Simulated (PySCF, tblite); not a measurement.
# C₁₁H₇FO: excited states

Aim: compute the excited states of C₁₁H₇FO (`O=Cc1cc(F)c2cccccc1-2`).

Computed with tblite 0.8.0 and PySCF 2.14.0 and routines of our own; the level stands in each step. Atoms count from 0.

### 1 The starting structure

20 atoms, charge 0, multiplicity 1; geometry from: force field or distance geometry start.

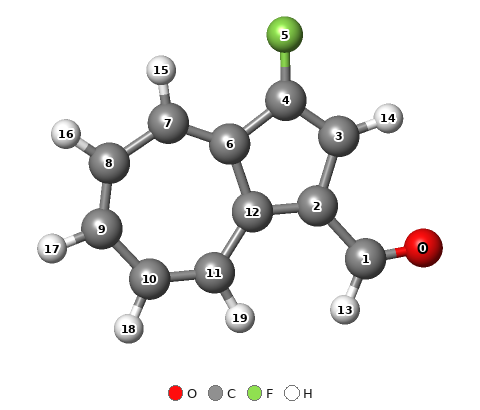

The starting geometry (oxygen red, carbon grey, fluorine green, hydrogen white).

### 2 Optimising the geometry with GFN2-xTB

What the job is given:

```
{"job": {"kind": "relax", "xc": "GFN2-xTB", "basis": "xTB"}, "charge": 0, "multiplicity": 1}
O     -4.049200    -0.792800    -0.341200
C     -2.871600    -1.077000    -0.330300
C     -1.794500    -0.079700    -0.107000
C     -2.119900     1.341700     0.078700
C     -0.975000     1.994300     0.257000
F     -0.843200     3.310900     0.454500
C      0.118100     1.056100     0.161100
C      1.413200     1.396300     0.290000
C      2.566600     0.525000     0.217700
C      2.615200    -0.796500     0.022700
C      1.547000    -1.745900    -0.185400
C      0.222100    -1.541900    -0.222000
C     -0.467500    -0.276200    -0.058800
H     -2.531900    -2.121800    -0.463600
H     -3.117300     1.758200     0.098900
H      1.645700     2.442000     0.470700
H      3.510000     1.055800     0.350600
H      3.610800    -1.252800     0.002900
H      1.897400    -2.765600    -0.314900
H     -0.380900    -2.419400    -0.384700
```

The run is started by

```console
OMP_NUM_THREADS=1 python excited_run.py task.json out
```

One launch serves the whole session: the jobs run in the order shown.

The program printed:

```text
step      E/eV     max force
  0    -975.01817    3.417
  1    -975.28156    1.164
  2    -975.32978    0.493
  3    -975.35433    0.493
  4    -975.37894    0.480
  5    -975.39203    0.341
  6    -975.39750    0.179
  7    -975.40075    0.148
  8    -975.40350    0.145
  9    -975.40494    0.098
 10    -975.40557    0.052
 11    -975.40592    0.041
 12    -975.40613    0.029
 13    -975.40621    0.017
 14    -975.40624    0.016
 15    -975.40627    0.013
 16    -975.40630    0.017
 17    -975.40633    0.014
 18    -975.40635    0.012
 19    -975.40636    0.011
 20    -975.40638    0.011
 21    -975.40640    0.011
 22    -975.40641    0.008
```

Wall time 0.17 s (1 thread of Arm Neoverse V2, shared host).

Step by step:

```csv
step,energy from step 0 (eV),largest force (eV/Å)
0,0.0000,3.4171
1,-0.2634,1.1639
2,-0.3116,0.4929
3,-0.3362,0.4934
4,-0.3608,0.4796
5,-0.3739,0.3407
6,-0.3793,0.1794
7,-0.3826,0.1485
8,-0.3853,0.1454
9,-0.3868,0.0982
10,-0.3874,0.0520
11,-0.3877,0.0406
12,-0.3880,0.0288
13,-0.3880,0.0170
14,-0.3881,0.0164
15,-0.3881,0.0132
16,-0.3881,0.0171
17,-0.3882,0.0144
18,-0.3882,0.0121
19,-0.3882,0.0110
20,-0.3882,0.0112
21,-0.3882,0.0112
22,-0.3882,0.0079
```

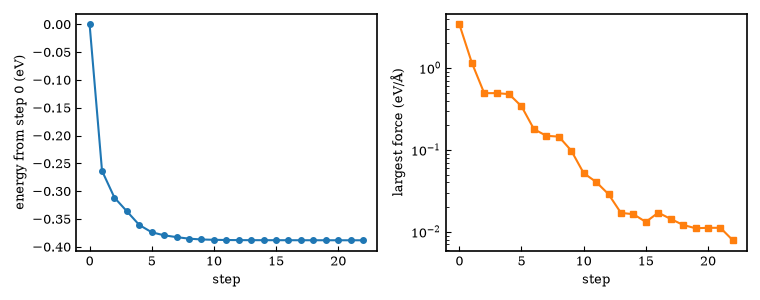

Energy and largest force along the relaxation.

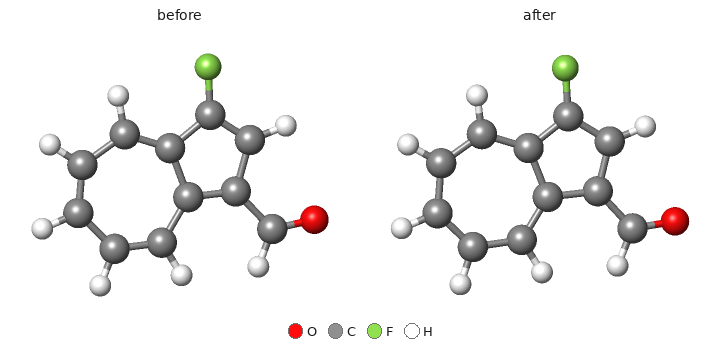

The geometry before (left) and after (right).

Close pairs (by a distance rule), those that changed most:

```csv
bond,before (Å),after (Å),change (Å)
C2–C12,1.342,1.415,+0.073
C11–C12,1.451,1.382,-0.069
C7–C8,1.447,1.386,-0.061
C2–C3,1.470,1.412,-0.058
C9–C10,1.444,1.388,-0.056
C8–C9,1.337,1.389,+0.052
C10–C11,1.341,1.390,+0.049
C3–C4,1.330,1.377,+0.047
```

The next job starts from the end point, and lists it.

### 3 Infrared spectrum with GFN2-xTB

What the job is given:

```
{"job": {"kind": "ir", "xc": "GFN2-xTB", "basis": "xTB"}, "charge": 0, "multiplicity": 1}
O     -4.090360    -0.844249    -0.353952
C     -2.902121    -1.071677    -0.323487
C     -1.872187    -0.081179    -0.115150
C     -2.140563     1.291701     0.078795
C     -0.940892     1.946027     0.245141
F     -0.790674     3.264465     0.453692
C      0.137288     1.047400     0.167833
C      1.471231     1.391230     0.293459
C      2.579874     0.562042     0.226573
C      2.616107    -0.810734     0.018372
C      1.574442    -1.707681    -0.173722
C      0.205033    -1.474286    -0.211596
C     -0.471246    -0.277619    -0.067473
H     -2.530062    -2.106834    -0.462297
H     -3.120961     1.728326     0.090718
H      1.661575     2.444974     0.465773
H      3.539789     1.046283     0.352153
H      3.607388    -1.248794     0.003534
H      1.872340    -2.739360    -0.314175
H     -0.411151    -2.349359    -0.377227
```

The program printed:

```text
mode    cm-1     km/mol
  1      71.7      1.48
  2     107.3      5.33
  3     155.1      3.59
  4     158.7      2.87
  5     182.3      0.15
  6     213.2      2.11
  7     276.2      1.87
  8     312.8     10.42
  9     336.7      2.90
 10     412.9      0.34
 11     446.2      5.42
 12     494.7      0.67
 13     505.6     11.66
 14     533.3      6.19
 15     574.2      0.11
 16     591.0     34.43
 17     685.7      0.56
 18     704.7      0.95
 19     738.2     27.55
 20     768.2     25.88
 21     845.1      1.40
 22     847.8      3.77
 23     852.7     16.61
 24     907.4      3.16
 25     920.3      2.22
 26     930.7      0.33
 27     938.8      1.37
 28     952.8     17.28
 29     998.6      2.77
 30    1050.3     60.07
 31    1082.8     45.83
 32    1113.6     20.57
 33    1191.9     25.69
 34    1249.3      7.12
 35    1287.3      5.58
 36    1296.4      5.60
 37    1362.7     48.68
 38    1374.4      7.75
 39    1396.1     43.86
 40    1424.2    255.66
 41    1432.6     37.15
 42    1455.2     66.97
 43    1529.7     61.32
 44    1533.7     44.36
 45    1580.7     73.03
 46    1587.9     37.57
 47    1710.2    693.97
 48    2743.6    110.11
 49    3045.6      1.36
 50    3046.8      4.98
 51    3054.8      6.84
 52    3064.8     32.95
 53    3070.0     23.98
 54    3166.8      0.75
```

Wall time 0.86 s (1 thread of Arm Neoverse V2, shared host).

Which atoms move in the most intense modes:

```csv
cm⁻¹,km/mol,atoms
1050,60.1,"C6 27 %, C3 16 %, C12 14 %"
1363,48.7,"H15 28 %, C12 12 %, H19 12 %, C6 11 %"
1424,255.7,"C2 40 %, C4 12 %"
1455,67.0,C2 20 %
1530,61.3,"C10 28 %, C4 18 %, C3 13 %"
1581,73.0,"C11 27 %, C12 22 %, C7 18 %, C6 11 %"
1710,694.0,"C1 61 %, O0 38 %"
2744,110.1,H13 94 %
```

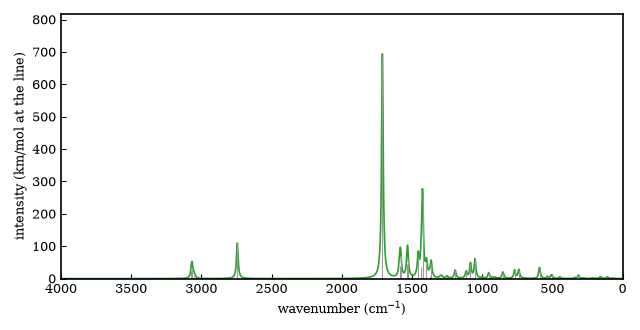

The infrared spectrum from these modes, unscaled. Lines are broadened to a width of 14 cm⁻¹ (Lorentzian).

### 4 Excited states: TDA LC-wPBE/def2-SVP

Settings changed since step 3:

```diff
@@ -1,2 +1,2 @@
-{"job": {"kind": "ir", "xc": "GFN2-xTB", "basis": "xTB"}, "charge": 0, "multiplicity": 1}
+{"job": {"kind": "states", "xc": "LC-wPBE", "basis": "def2-SVP", "tda": true, "soc": true, "nstates": 5, "ntriplets": 4, "nquad": 4}, "charge": 0, "multiplicity": 1}
 O     -4.090360    -0.844249    -0.353952
```

Method: TDA LC-wPBE/def2-SVP excited states, vertical, gas phase, spin-orbit mean-field couplings.

The program printed:

```text
coarse grid: 18464 points
cycle   1  E = -597.1872575680  dE =  3.519e+00  |g| = 9.842e-01  |ddm| = 5.815e+00
cycle   2  E = -597.0626644380  dE =  1.246e-01  |g| = 1.372e+00  |ddm| = 3.433e+00
cycle   3  E = -597.4140058046  dE = -3.513e-01  |g| = 1.065e-01  |ddm| = 2.222e+00
cycle   4  E = -597.4166181312  dE = -2.612e-03  |g| = 7.595e-02  |ddm| = 2.420e-01
cycle   5  E = -597.4180167441  dE = -1.399e-03  |g| = 1.487e-02  |ddm| = 1.145e-01
cycle   6  E = -597.4181407974  dE = -1.241e-04  |g| = 5.849e-03  |ddm| = 4.583e-02
cycle   7  E = -597.4181655648  dE = -2.477e-05  |g| = 3.190e-03  |ddm| = 2.118e-02
cycle   8  E = -597.4181726764  dE = -7.112e-06  |g| = 8.329e-04  |ddm| = 1.268e-02
final grid: 183704 points
cycle   9  E = -597.5321419985  dE = -4.049e-05  |g| = 9.487e-03  |ddm| = 4.228e-02
cycle  10  E = -597.5321401860  dE =  1.813e-06  |g| = 1.056e-02  |ddm| = 2.153e-02
cycle  11  E = -597.5321578594  dE = -1.767e-05  |g| = 7.534e-04  |ddm| = 1.070e-02
cycle  12  E = -597.5321580133  dE = -1.539e-07  |g| = 4.653e-04  |ddm| = 1.252e-03
cycle  13  E = -597.5321581845  dE = -1.712e-07  |g| = 1.476e-04  |ddm| = 1.058e-03
cycle  14  E = -597.5321581901  dE = -5.602e-09  |g| = 7.489e-05  |ddm| = 4.080e-04
cycle  15  E = -597.5321582000  dE = -9.816e-09  |g| = 4.572e-05  |ddm| = 3.936e-04
cycle  16  E = -597.5321582018  dE = -1.877e-09  |g| = 1.121e-05  |ddm| = 1.673e-04
cycle  17  E = -597.5321582020  dE = -1.608e-10  |g| = 4.607e-06  |ddm| = 5.078e-05
converged SCF energy = -597.5321582020

Singlet excitations
state   eV       nm        f     d(h-e)  d(exc)  Lambda  PR(NTO)  |dmu|/D   mu/D   main configurations
  1   2.5185   492.3   0.01626   1.086   3.363   0.577   1.139    2.820    2.967   H->L 0.91
  2   3.9453   314.3   0.00039   1.280   2.854   0.364   1.011    3.648    3.154   H-2->L+1 0.54, H-2->L+2 0.39
  3   3.9464   314.2   0.09933   0.880   3.466   0.806   1.845    2.122    3.945   H->L+1 0.65, H-1->L 0.31
  4   5.0878   243.7   0.13128   0.728   3.395   0.728   1.566    1.624    4.821   H-1->L+1 0.69, H-3->L 0.12
  5   5.3956   229.8   0.00351   3.406   4.531   0.184   1.013                     H-2->L 0.87

Triplet excitations (Tamm-Dancoff)
state   eV     d(h-e)  d(exc)  Lambda  PR(NTO)   main configurations
  1   1.9757   0.873   3.359   0.566   1.017   H->L 0.98
  2   2.1936   0.546   3.214   0.804   1.619   H->L+1 0.74, H-1->L 0.18
  3   2.8575   0.652   3.276   0.811   1.538   H-1->L 0.74, H->L+1 0.21
  4   3.3410   1.140   2.696   0.370   1.007   H-2->L+1 0.49, H-2->L+2 0.43
S1 - T1 = 0.5427 eV

Spin-orbit couplings |<S|Hso|T>| (cm-1)
             T1       T2       T3       T4
S0        0.043    0.012    0.009   50.792
S1        0.005    0.019    0.016    0.573
S2        3.602   11.017    5.010    0.467
S3        0.188    0.570    0.261    8.758
S4        0.011    0.003    0.018    3.243
S5       10.994    1.380    5.885    0.617
T1 sublevels (cm-1): 0.000 0.004 0.004   radiative rates (1/s): 0.035 0.000268 8.92e-05
```

Wall time 97 s (1 thread of Arm Neoverse V2, shared host); peak memory 1.1 GiB.

In short:

```csv
quantity,value
S1 less T1,0.54 eV
```

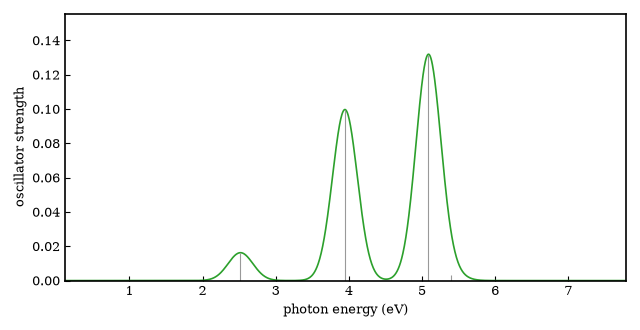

Absorption lines of the singlets. Lines are broadened to a width of 0.40 eV (Gaussian).

### 5 Outcome

| quantity | value |
| --- | --- |
| strongest single infrared mode (GFN2-xTB) | 1710 cm⁻¹, 694 km/mol |
| zero-point energy (GFN2-xTB) | 89.1 kcal/mol |
| S1 less T1 (step 4, TDA LC-wPBE/def2-SVP) | 0.54 eV |

**Reading.** No mode is imaginary among the 54: a minimum at this level. The strongest single mode, at 1710 cm⁻¹, moves mainly C1 and O0. Unscaled tight-binding wavenumbers are off by several per cent, some by more. Its intensities can rank the bands wrongly. In step 4 some excited states are degenerate or nearly so. In step 4, the number of triplets below S1 is 2, and the largest singlet-triplet spin-orbit coupling is S0–T4, 50.79 cm⁻¹.
